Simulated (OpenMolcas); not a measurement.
# Multiconfigurational calculation for Pm²⁺ (part 2 of 2)

The same run, continued: Pm²⁺. Method: state-averaged CASSCF, active space 5 electrons in the shell 4f, basis ANO-RCC-VTZP, DKH2 scalar Hamiltonian, spin-orbit coupling by RASSI with atomic mean-field integrals (OpenMolcas).

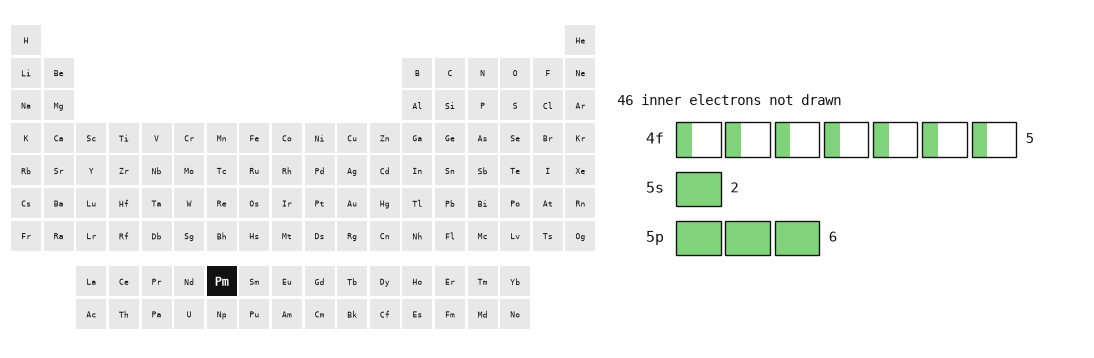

Left, the place of promethium in the periodic table; right, the outer shells of the leading configuration of the lowest level: a box for each of the 2l + 1 orbitals, shaded by the share of the shell that is filled, with the electron count at the right.

### The program's output (extracts), continued
```
--- RASSCF ---
Wave function specifications:
      -----------------------------

      Number of closed shell electrons          54
      Number of electrons in active shells       5
      Max number of holes in RAS1 space          0
      Max nr of electrons in RAS3 space          0
      Number of inactive orbitals               27
      Number of active orbitals                  7
      Number of secondary orbitals              70
      Spin quantum number                      0.5
      State symmetry                             2
Orbital specifications:
      -----------------------

      Symmetry species                           1   2
                                                ag  au
      Frozen orbitals                            0   0
      Inactive orbitals                         15  12
      Active orbitals                            0   7
      RAS1 orbitals                              0   0
      RAS2 orbitals                              0   7
      RAS3 orbitals                              0   0
      Secondary orbitals                        36  34
      Deleted orbitals                           0   0
      Number of basis functions                 51  53
      Number of CSFs                           490
      Number of root(s) required               490
      Iter CI   SX   CI       RASSCF       Energy    max ROT     max BLB   max BLB  Level Ln srch  Step   QN
          iter iter root      energy       change     param      element    value   shift minimum  type update
 Nr of preliminary CI iterations:   1
      Total energies have been shifted. Add               -10000.00 au
        1   1    4    0   -11.35262641    0.00E+00  -1.23E-02   16  32 2 -7.48E-03*  0.00   0.00    SX    NO
        2   1    9    0   -11.35257483    5.16E-05* -1.28E-02   15  18 1  1.41E-02*  0.00   0.00    SX    NO
        3   1    9    0   -11.35210302    4.72E-04*  1.87E-02   15  18 1 -1.77E-02*  0.00   0.00    SX    NO
        4   1    9    0   -11.35094453    1.16E-03* -2.57E-02   15  18 1  2.59E-02*  0.00   0.00    SX    NO
        5   1   10    0   -11.34921993    1.72E-03* -2.19E-02   15  18 1 -3.58E-02*  0.00   0.42    SX   YES
        6   1    9    0   -11.35224917   -3.03E-03* -6.15E-03   15  18 1  1.55E-02*  0.00   0.68    QN   YES
        7   1    8    0   -11.35309604   -8.47E-04* -1.24E-03   14  20 1  1.71E-03*  0.00   1.16    QN   YES
        8   1    7    0   -11.35311298   -1.69E-05*  1.03E-04   12  23 2  1.48E-04*  0.00   0.95    QN   YES
        9   1    7    0   -11.35311310   -1.19E-07* -1.41E-05    9  18 1  5.43E-05   0.00   0.89    QN   YES
       10   1    5    0   -11.35311310   -4.65E-09  -1.94E-06   14  20 1  3.26E-06   0.00   0.97    QN   YES
      Convergence after 10 iterations
       11   1    5    0   -11.35311310   -4.73E-11  -1.94E-06   15  17 1  6.01E-07   0.00   0.97    QN   YES
      Natural orbitals and occupation numbers for root  1
      sym 2:   0.585847   0.870334   0.724922   0.915949   0.849559   0.547285   0.506104
      Natural orbitals and occupation numbers for root  2
      sym 2:   0.936228   0.478074   0.870589   0.547830   0.648726   0.815374   0.703179
      Natural orbitals and occupation numbers for root  3
      sym 2:   0.470004   0.810159   0.953000   0.616670   0.570293   0.705854   0.874019
::    RASSCF root number  1 Total energy: -10011.49675061
::    RASSCF root number  2 Total energy: -10011.49675061
::    RASSCF root number  3 Total energy: -10011.49675061
::    RASSCF root number  4 Total energy: -10011.49675061
::    RASSCF root number  5 Total energy: -10011.49675061
::    RASSCF root number  6 Total energy: -10011.49675061
::    RASSCF root number  7 Total energy: -10011.49675061
::    RASSCF root number  8 Total energy: -10011.49675061
::    RASSCF root number  9 Total energy: -10011.49675061
::    RASSCF root number 10 Total energy: -10011.49675061
::    RASSCF root number 11 Total energy: -10011.49675061
::    RASSCF root number 12 Total energy: -10011.49675061
::    RASSCF root number 13 Total energy: -10011.49675061
::    RASSCF root number 14 Total energy: -10011.49675061
::    RASSCF root number 15 Total energy: -10011.49675061
::    RASSCF root number 16 Total energy: -10011.49675061
::    RASSCF root number 17 Total energy: -10011.49675061
::    RASSCF root number 18 Total energy: -10011.49083658
::    RASSCF root number 19 Total energy: -10011.49083658
::    RASSCF root number 20 Total energy: -10011.49083658
::    RASSCF root number 21 Total energy: -10011.49083658
::    RASSCF root number 22 Total energy: -10011.49083658
::    RASSCF root number 23 Total energy: -10011.49083658
::    RASSCF root number 24 Total energy: -10011.49083658
::    RASSCF root number 25 Total energy: -10011.49083658
::    RASSCF root number 26 Total energy: -10011.49083658
::    RASSCF root number 27 Total energy: -10011.49083658
::    RASSCF root number 28 Total energy: -10011.49083658
::    RASSCF root number 29 Total energy: -10011.49083658
::    RASSCF root number 30 Total energy: -10011.49083658
--- RASSI ---
SPIN-FREE ENERGIES:
  (Shifted by EMIN (a.u.) =     -10011.6321493571)

 SF State       Relative EMIN(au)   Rel lowest level(eV)    D:o, cm**(-1)      L_eff

     1             0.0000000000        0.0000000000              0.0000         5.0
     2             0.0000000000        0.0000000000              0.0000         5.0
     3             0.0000000000        0.0000000000              0.0000         5.0
     4             0.0000000000        0.0000000000              0.0000         5.0
     5             0.0000000000        0.0000000000              0.0000         5.0
     6             0.0000000000        0.0000000000              0.0000         5.0
     7             0.0000000000        0.0000000000              0.0000         5.0
     8             0.0000000000        0.0000000000              0.0000         5.0
     9             0.0000000000        0.0000000000              0.0000         5.0
    10             0.0000000000        0.0000000000              0.0000         5.0
    11             0.0000000000        0.0000000000              0.0000         5.0
    12             0.0272412412        0.7412719350           5978.7614         3.0
    13             0.0272412412        0.7412719350           5978.7614         3.0
    14             0.0272412412        0.7412719350           5978.7614         3.0
    15             0.0272412412        0.7412719350           5978.7614         3.0
    16             0.0272412412        0.7412719350           5978.7614         3.0
    17             0.0272412412        0.7412719350           5978.7614         3.0
    18             0.0272412412        0.7412719350           5978.7614         3.0
    22             0.0901510437        2.4531348716          19785.8671         6.0
    23             0.0901510437        2.4531348716          19785.8671         6.0
    24             0.0901510437        2.4531348716          19785.8671         6.0
    25             0.0901510437        2.4531348716          19785.8671         6.0
    26             0.0901510437        2.4531348716          19785.8671         6.0
    27             0.0901510437        2.4531348716          19785.8671         6.0
    28             0.0901510437        2.4531348716          19785.8671         6.0
    29             0.0901510437        2.4531348716          19785.8671         6.0
    30             0.0901510437        2.4531348716          19785.8671         6.0
    31             0.0901510437        2.4531348716          19785.8671         6.0
    32             0.0901510437        2.4531348716          19785.8671         6.0
    33             0.0901510437        2.4531348716          19785.8671         6.0
    34             0.0901510437        2.4531348716          19785.8671         6.0
    35             0.0911579362        2.4805338110          20006.8544         3.0
    36             0.0911579362        2.4805338110          20006.8544         3.0
    37             0.0911579362        2.4805338110          20006.8544         3.0
    38             0.0911579362        2.4805338110          20006.8544         3.0
    39             0.0911579362        2.4805338110          20006.8544         3.0
    40             0.0911579362        2.4805338110          20006.8544         3.0
    41             0.0911579362        2.4805338110          20006.8544         3.0
    42             0.0916825185        2.4948084241          20121.9870         9.0
    43             0.0916825185        2.4948084241          20121.9870         9.0
Eigenvalues of complex Hamiltonian:
   -----------------------------------
  (Shifted by EMIN (a.u.) =     -10011.6321493571)

 SO State       Relative EMIN(au)   Rel lowest level(eV)    D:o, cm**(-1)     J-value

     1            -0.0161238221        0.0000000000              0.0000         1.8
     2            -0.0161238221        0.0000000000              0.0000         1.5
     3            -0.0161238221        0.0000000000              0.0000         1.7
     4            -0.0161238221        0.0000000000              0.0000         2.3
     5            -0.0161238221        0.0000000000              0.0000         2.3
     6            -0.0161238221        0.0000000000              0.0000         2.1
     7            -0.0123124565        0.1037125425            836.4981         2.7
     8            -0.0123124565        0.1037125425            836.4981         2.5
     9            -0.0123124565        0.1037125425            836.4981         2.8
    10            -0.0123124565        0.1037125425            836.4981         2.9
    11            -0.0123124565        0.1037125425            836.4981         2.7
    12            -0.0123124565        0.1037125425            836.4981         2.1
    13            -0.0123124565        0.1037125425            836.4981         3.3
    14            -0.0123124565        0.1037125425            836.4981         3.0
    15            -0.0077343634        0.2282888027           1841.2734         3.7
    16            -0.0077343634        0.2282888027           1841.2734         3.5
    17            -0.0077343634        0.2282888027           1841.2734         2.9
    18            -0.0077343634        0.2282888027           1841.2734         2.9
    19            -0.0077343634        0.2282888027           1841.2734         4.1
    20            -0.0077343634        0.2282888027           1841.2734         3.9
    21            -0.0077343634        0.2282888027           1841.2734         3.4
    22            -0.0077343634        0.2282888027           1841.2734         3.3
    23            -0.0077343634        0.2282888027           1841.2734         4.1
    24            -0.0077343634        0.2282888027           1841.2734         3.8
    25            -0.0025549840        0.3692268946           2978.0157         5.0
    26            -0.0025549840        0.3692268946           2978.0157         4.6
    27            -0.0025549840        0.3692268946           2978.0157         3.0
    28            -0.0025549840        0.3692268946           2978.0157         5.0
    29            -0.0025549840        0.3692268946           2978.0157         3.7
    30            -0.0025549840        0.3692268946           2978.0157         3.9
    31            -0.0025549840        0.3692268946           2978.0157         3.6
    32            -0.0025549840        0.3692268946           2978.0157         4.6
    33            -0.0025549840        0.3692268946           2978.0157         4.5
    34            -0.0025549840        0.3692268946           2978.0157         3.9
    35            -0.0025549840        0.3692268946           2978.0157         5.1
    36            -0.0025549840        0.3692268946           2978.0157         5.3
    37             0.0030797511        0.5225558482           4214.6972         5.9
    38             0.0030797511        0.5225558482           4214.6972         5.2
    39             0.0030797511        0.5225558482           4214.6972         3.7
    40             0.0030797511        0.5225558482           4214.6972         5.3
    41             0.0030797511        0.5225558482           4214.6972         5.2
Weights of the five most important spin-orbit-free states for each spin-orbit state.

 SO State  Total energy (au)           Spin-free states, spin, and weights
 -------------------------------------------------------------------------------------------------------
    1        -0.016124       9 2.5  0.1295    5 2.5  0.1266   11 2.5  0.1155    3 2.5  0.1093    6 2.5  0.1091
    2        -0.016124       7 2.5  0.1913    9 2.5  0.1307   10 2.5  0.1289    6 2.5  0.1172    8 2.5  0.1148
    3        -0.016124      10 2.5  0.1735    7 2.5  0.1728    8 2.5  0.1447   11 2.5  0.1225    9 2.5  0.1042
    4        -0.016124       2 2.5  0.2444    1 2.5  0.2402    4 2.5  0.1342    3 2.5  0.1283    5 2.5  0.0633
    5        -0.016124       1 2.5  0.1561    2 2.5  0.1440    3 2.5  0.1144    4 2.5  0.1122   10 2.5  0.0905
    6        -0.016124       4 2.5  0.1185   11 2.5  0.1136    3 2.5  0.1086    5 2.5  0.1075    2 2.5  0.1032
    7        -0.012312      11 2.5  0.1348    6 2.5  0.1139    9 2.5  0.1067    2 2.5  0.0987    8 2.5  0.0829
    8        -0.012312       8 2.5  0.1636   10 2.5  0.1295    6 2.5  0.1244    7 2.5  0.1137   11 2.5  0.1128
    9        -0.012312       6 2.5  0.1285    9 2.5  0.1247    7 2.5  0.1214   10 2.5  0.1191    5 2.5  0.0973
   10        -0.012312      10 2.5  0.1649   11 2.5  0.1581    4 2.5  0.1253    9 2.5  0.1198    8 2.5  0.1061
   11        -0.012312      10 2.5  0.1356    7 2.5  0.1211    3 2.5  0.1131   11 2.5  0.1122    4 2.5  0.1120
   12        -0.012312       7 2.5  0.1592    8 2.5  0.1358    6 2.5  0.1263    5 2.5  0.1109    9 2.5  0.1052
```

### Spin-orbit levels, grouped by J and assigned (the lowest 40)

| Configuration | Level | E (cm⁻¹) | LS purity (%) | Landé g |
| --- | --- | --- | --- | --- |
| 4f⁵ | ⁶H°₅/₂ | 0 | 97 | 0.291 |
| 4f⁵ | ⁶H°₇/₂ | 836 | 98 | 0.828 |
| 4f⁵ | ⁶H°₉/₂ | 1,841 | 99 | 1.071 |
| 4f⁵ | ⁶H°₁₁/₂ | 2,978 | 99 | 1.202 |
| 4f⁵ | ⁶H°₁₃/₂ | 4,215 | 98 | 1.280 |
| 4f⁵ | ⁶H°₁₅/₂ | 5,523 | 97 | 1.331 |
| 4f⁵ | ⁶F°₁/₂ | 7,100 | 98 | -0.657 |
| 4f⁵ | ⁶F°₃/₂ | 7,330 | 97 | 1.061 |
| 4f⁵ | ⁶F°₅/₂ | 7,771 | 96 | 1.308 |
| 4f⁵ | ⁶F°₇/₂ | 8,486 | 97 | 1.393 |
| 4f⁵ | ⁶F°₉/₂ | 9,467 | 98 | 1.432 |
| 4f⁵ | ⁶F°₁₁/₂ | 10,660 | 99 | 1.453 |
| 4f⁵ | J = 5/2 (odd, mixed) | 19,510 | 48 | 0.797 |
| 4f⁵ | ⁴F°₃/₂ | 19,760 | 97 | 0.415 |
| 4f⁵ | ⁴M°₁₅/₂ | 21,040 | 86 | 0.847 |
| 4f⁵ | ⁴G°₇/₂ | 21,130 | 57 | 1.086 |
| 4f⁵ | ⁴I°₉/₂ | 21,330 | 97 | 0.732 |
| 4f⁵ | ⁴I°₁₁/₂ | 21,840 | 82 | 0.936 |
| 4f⁵ | ⁴M°₁₇/₂ | 22,370 | 92 | 0.975 |
| 4f⁵ | ⁴I°₁₃/₂ | 22,440 | 69 | 1.059 |
| 4f⁵ | J = 5/2 (odd, mixed) | 22,880 | 52 | 0.824 |
| 4f⁵ | ⁴I°₁₅/₂ | 23,370 | 68 | 1.151 |
| 4f⁵ | ⁴G°₉/₂ | 23,420 | 71 | 1.208 |
| 4f⁵ | ⁴M°₁₉/₂ | 23,610 | 95 | 1.070 |
| 4f⁵ | ⁴M°₂₁/₂ | 24,720 | 97 | 1.140 |
| 4f⁵ | ⁴F°₇/₂ | 25,100 | 57 | 1.138 |
| 4f⁵ | ⁴L°₁₃/₂ | 25,480 | 60 | 0.895 |
| 4f⁵ | ⁴K°₁₁/₂ | 25,620 | 82 | 0.804 |
| 4f⁵ | ⁴G°₁₁/₂ | 26,190 | 90 | 1.261 |
| 4f⁵ | J = 15/2 (odd, mixed) | 26,360 | 50 | 1.038 |
| 4f⁵ | ⁴F°₉/₂ | 27,190 | 71 | 1.282 |
| 4f⁵ | J = 17/2 (odd, mixed) | 27,250 | 53 | 1.124 |
| 4f⁵ | J = 5/2 (odd, mixed) | 27,320 | 46 | 1.500 |
| 4f⁵ | ⁴K°₁₃/₂ | 27,460 | 58 | 0.922 |
| 4f⁵ | ⁴D°₁/₂ | 28,360 | 76 | 0.136 |
| 4f⁵ | ⁴D°₃/₂ | 28,490 | 57 | 1.539 |
| 4f⁵ | J = 15/2 (odd, mixed) | 28,960 | 51 | 1.038 |
| 4f⁵ | ⁴D°₇/₂ | 29,270 | 81 | 1.462 |
| 4f⁵ | J = 17/2 (odd, mixed) | 29,470 | 46 | 1.108 |
| 4f⁵ | ⁴L°₁₉/₂ | 29,810 | 93 | 1.151 |

### Summary

| quantity | value |
| --- | --- |
| outcome | converged |
| lowest level | 4f⁵ ⁶H°₅/₂ |
| first excited level | 4f⁵ ⁶H°₇/₂, 836 cm⁻¹ |
| energy of the lowest spin-free term | −10011.63215 hartree |
| energy of the lowest spin-orbit level | −10011.64827 hartree |
| largest spread among components of a term | 0.0 cm⁻¹ |
| hardware | 1 CPU thread, shared host |
| wall time | 13 min |

### Remarks

Without dynamic correlation the splittings between terms come out too large, often by 20 to 50 %. Limits: only configurations of the active space are included; levels of higher terms that fall inside the range are not drawn; some levels are strong mixtures of terms (leading term under 70 %).
